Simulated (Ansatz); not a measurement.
# Calculations on GeH5F

**1. Relaxation**

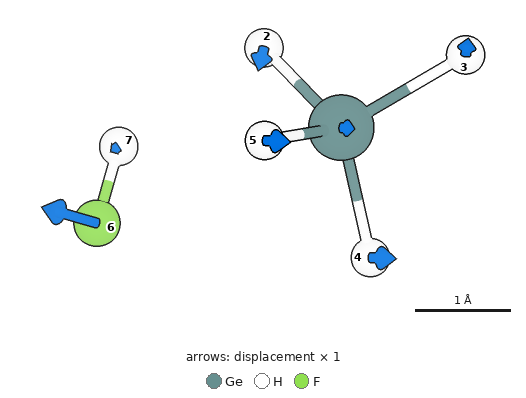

A relaxation of GeH₅F. The starting structure is drawn; blue arrows show the displacements, at their true length. The two geometries are superimposed by the best rigid fit.

The picture is a ball-and-stick view, seen at a tilt.

The run prepares an end point of a later path (reaction) calculation, from a guessed geometry.

All numbers below come from Ansatz 0.2.0, RKS PBE0-D4/def2-mTZVP.

The input:
```yaml
crystal:
  periodic: [false, false, false]
  atoms:
    - { symbol: Ge, position_ang: [0.211456, 0.0, -0.083979] }
    - { symbol: H, position_ang: [0.181291, 0.0, 1.465675] }
    - { symbol: H, position_ang: [1.693001, 0.0, -0.50559] }
    - { symbol: H, position_ang: [-0.482083, 1.26428, -0.596287] }
    - { symbol: H, position_ang: [-0.482083, -1.26428, -0.596287] }
    - { symbol: F, position_ang: [-2.361864, 0.0, 1.23156] }
    - { symbol: H, position_ang: [-1.646018, 0.0, 1.818009] }
basis:
  gaussian: { orbitals: def2-mTZVP }
hamiltonian:
  xc: pbe0
  dispersion: d4
relax:
  f_tol: 0.03
  max_steps: 50
```

Run as
```bash
ansatz run input.yaml --threads 1 --pin off --max-ram 2048MiB --backend cpu --events-out ev --progress --plain --runs-dir out
```

**Atoms of which element are displaced furthest, and by how much?**

Fluorine: up to 0.77 Å, against 0.34 Å for hydrogen.

**What did the optimiser do to the structure, and how much energy did it gain?**

F6 moves most after the best rigid fit: 0.77 Å. By element the largest moves are F 0.77 Å, H 0.34 Å, Ge 0.18 Å. Near-neighbour distances that change, for instance: Ge1–H3 1.540 → 1.532 Å, F6–H7 0.925 → 0.930 Å. After 14 accepted moves (16 points after the start) the energy has fallen by 0.082 eV. The largest force component goes from 0.45 to 0.011 eV/Å. The line search rejected the trial steps at points 6, 9 of the run.

**2. Relaxation**

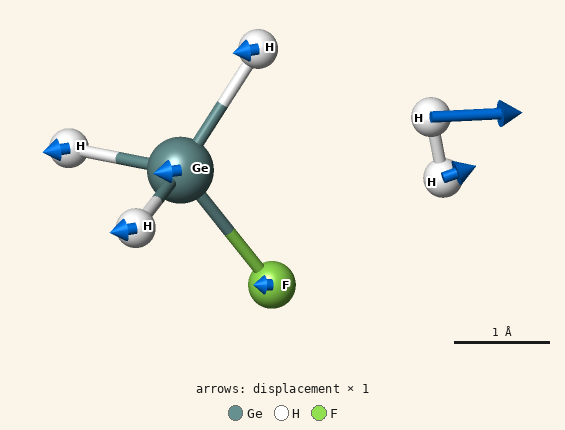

This is a relaxation of GeH$_{5}$F. The starting structure is drawn; blue arrows show the displacements, at their true length. The two geometries are superimposed by the best rigid fit.

The picture is a ball-and-stick view, seen at a tilt.

The run prepares an end point of a later path (reaction) calculation, from a guessed geometry.

Theory: RKS PBE0-D4/def2-mTZVP in Ansatz 0.2.0.

Input
```yaml
crystal:
  periodic: [false, false, false]
  atoms:
    - { symbol: Ge, position_ang: [-0.428855, 0.0, -0.435594] }
    - { symbol: H, position_ang: [0.134587, -6.0e-06, 2.270301] }
    - { symbol: H, position_ang: [0.915613, 1.0e-06, 0.2971] }
    - { symbol: H, position_ang: [-0.620475, 1.269284, -1.276507] }
    - { symbol: H, position_ang: [-0.620473, -1.269284, -1.276508] }
    - { symbol: F, position_ang: [-1.720763, -1.0e-06, 0.688903] }
    - { symbol: H, position_ang: [-0.545935, 6.0e-06, 2.465404] }
basis:
  gaussian: { orbitals: def2-mTZVP }
hamiltonian:
  xc: pbe0
  dispersion: d4
relax:
  f_tol: 0.03
  max_steps: 50
```

Command:
```bash
ansatz run input.yaml --threads 1 --pin off --max-ram 2048MiB --backend cpu --events-out ev --progress --plain --runs-dir out
```

Which element moves most?

Hydrogen: up to 1.00 Å, against 0.30 Å for germanium.

What happened in the run?

The energy falls by 0.243 eV in 6 geometry steps. Largest force component: 1.5 eV/Å at the start, 0.017 eV/Å at the end. The atom that moves furthest after the best rigid fit is H2 (1.00 Å). Largest moves by element: H 1.00 Å, Ge 0.30 Å, F 0.21 Å. Near-neighbour distances that change, for instance: H2–H7 0.708 → 0.745 Å, Ge1–F6 1.713 → 1.747 Å. Bond angles that change, for instance: H3–Ge1–F6 110.4° → 106.4°.

**3. Path**

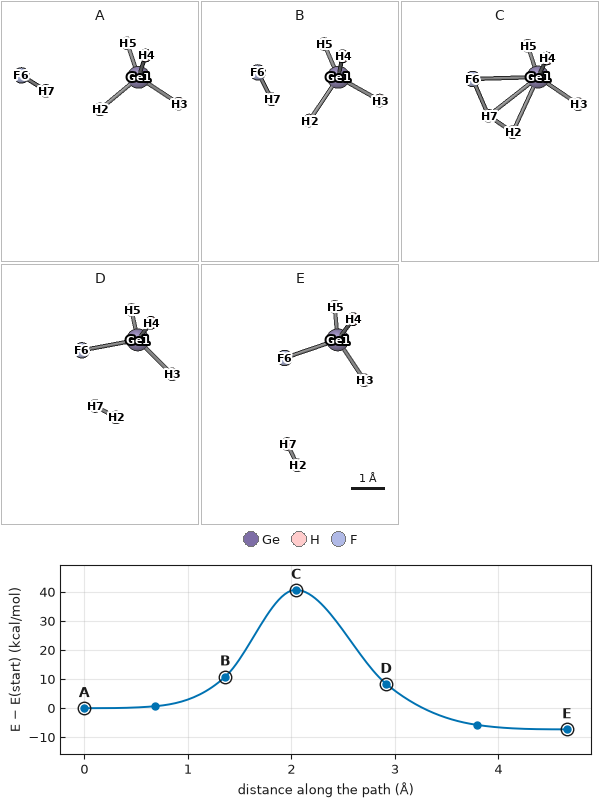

A nudged-elastic-band calculation for GeH5F. Images are numbered from 0 (start) to 6 (end). Frames A to E are images 0, 2, 3, 4, 6. A ball-and-stick model, seen at a tilt.

These are results of RKS PBE0-D4/def2-mTZVP in Ansatz, not measurements.

Input file:
```yaml
crystal:
  periodic: [false, false, false]
  atoms:
    - { symbol: Ge, position_ang: [0.316923, 3.1e-05, -0.228969] }
    - { symbol: H, position_ang: [-0.040496, 0.000132, 1.276764] }
    - { symbol: H, position_ang: [1.844963, -5.6e-05, -0.339956] }
    - { symbol: H, position_ang: [-0.27638, 1.260155, -0.866421] }
    - { symbol: H, position_ang: [-0.276537, -1.260074, -0.866314] }
    - { symbol: F, position_ang: [-2.690235, 1.4e-05, 1.921739] }
    - { symbol: H, position_ang: [-1.764539, -0.000202, 1.836257] }
basis:
  gaussian: { orbitals: def2-mTZVP }
hamiltonian:
  xc: pbe0
  dispersion: d4
neb:
  order_check: false
  images: 5
  f_tol: 0.05
  max_iterations: 60
  final_atoms:
    - { symbol: Ge, position_ang: [-0.28721318, 1.6e-05, -0.72929903] }
    - { symbol: H, position_ang: [-0.28255194, -5.252e-05, 3.33051843] }
    - { symbol: H, position_ang: [0.91282241, -2.986e-05, 0.22463089] }
    - { symbol: H, position_ang: [-0.35876548, 1.27465751, -1.57914861] }
    - { symbol: H, position_ang: [-0.3588296, -1.27459749, -1.57918754] }
    - { symbol: F, position_ang: [-1.71676942, 3.614e-05, 0.2752931] }
    - { symbol: H, position_ang: [-0.79499379, -2.979e-05, 2.79029276] }
  initial_path:
    images:
      - { positions_ang: [[0.316923, 3.1e-05, -0.228969], [-0.040496, 0.000132, 1.276764], [1.844963, -5.6e-05, -0.339956], [-0.27638, 1.260155, -0.866421], [-0.276537, -1.260074, -0.866314], [-2.690235, 1.4e-05, 1.921739], [-1.764539, -0.000202, 1.836257]] }
      - { positions_ang: [[0.21799348, 1.9e-05, -0.14517053], [-0.05388796, 8.521e-05, 1.49109278], [1.73232977, -4.541e-05, -0.36513732], [-0.41139754, 1.26170533, -0.75487208], [-0.41151374, -1.26164734, -0.75480285], [-2.42327064, 1.594e-05, 1.46321099], [-1.53655437, -0.00013273, 1.79877901]] }
      - { positions_ang: [[0.11906395, 7.01e-06, -0.06137206], [-0.06727992, 3.842e-05, 1.70542156], [1.61969654, -3.482e-05, -0.39031864], [-0.54641508, 1.26325566, -0.64332315], [-0.54649047, -1.26322067, -0.6432917], [-2.15630627, 1.787e-05, 1.00468298], [-1.30856974, -6.347e-05, 1.76130102]] }
      - { positions_ang: [[0.02013443, -4.99e-06, 0.02242641], [-0.08067189, -8.36e-06, 1.91975034], [1.50706331, -2.423e-05, -0.41549996], [-0.68143262, 1.26480599, -0.53177423], [-0.68146721, -1.26479401, -0.53178056], [-1.88934191, 1.981e-05, 0.54615497], [-1.08058511, 5.8e-06, 1.72382303]] }
      - { positions_ang: [[-0.08231477, 2.01e-06, -0.22814874], [-0.14796524, -2.308e-05, 2.39000637], [1.30898301, -2.611e-05, -0.20212301], [-0.57387691, 1.26808983, -0.88089902], [-0.57392134, -1.26806184, -0.88091622], [-1.83181775, 2.525e-05, 0.45586768], [-0.98538801, -6.06e-06, 2.07931294]] }
      - { positions_ang: [[-0.18476398, 9.0e-06, -0.47872388], [-0.21525859, -3.78e-05, 2.8602624], [1.11090271, -2.798e-05, 0.01125394], [-0.46632119, 1.27137367, -1.23002381], [-0.46637547, -1.27132966, -1.23005188], [-1.77429358, 3.07e-05, 0.36558039], [-0.8901909, -1.793e-05, 2.43480285]] }
      - { positions_ang: [[-0.28721318, 1.6e-05, -0.72929903], [-0.28255194, -5.252e-05, 3.33051843], [0.91282241, -2.986e-05, 0.22463089], [-0.35876548, 1.27465751, -1.57914861], [-0.3588296, -1.27459749, -1.57918754], [-1.71676942, 3.614e-05, 0.2752931], [-0.79499379, -2.979e-05, 2.79029276]] }
```

Run as
```bash
ansatz run input.yaml --threads 1 --pin off --max-ram 2048MiB --backend cpu --events-out ev --progress --plain --runs-dir out
```

Q: Read off the barrier and say what moves.

A: The highest point, image 3, lies 40.7 kcal/mol above the start and 48.0 kcal/mol above the end; the end is at −7.3 kcal/mol relative to the start. Breaking: F6–H7 (0.93 → 1.26 at the top → 2.68 Å), Ge1–H2 (1.55 → 1.87 at the top → 4.06 Å). Forming: Ge1–F6 (3.70 → 2.06 at the top → 1.75 Å), H2–H7 (1.81 → 0.93 at the top → 0.74 Å). The band converged in 11 iterations. The largest component of the band force went from 5.7 to 0.036 eV/Å. The climbing image converged on the top of the path. Its vibrational analysis gives 2 imaginary modes over 30i cm⁻¹, so it isn't confirmed as a transition state.

Cost: 120 s on 1 thread of Intel(R) Xeon(R) Processor @ 2.70GHz, with other jobs on the host, peak memory 0.14 GiB.
